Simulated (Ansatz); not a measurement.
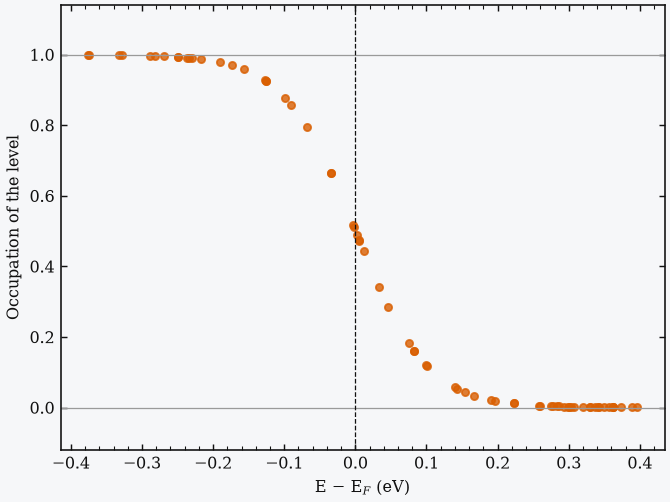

Occupations of the one-electron levels of the k mesh against their energy, from a run on Zn2AsP3, space group P1 (No. 1), 12 atoms in the cell, Ca2ZnGa3-8 type type, with Ansatz.

Question: Name the smearing function and its width.

Answer: Fermi-Dirac smearing with a width of 0.05 eV. The occupations stay between 0 and 1 and have long exponential tails; the slope at the Fermi level is 1/(4 × width).
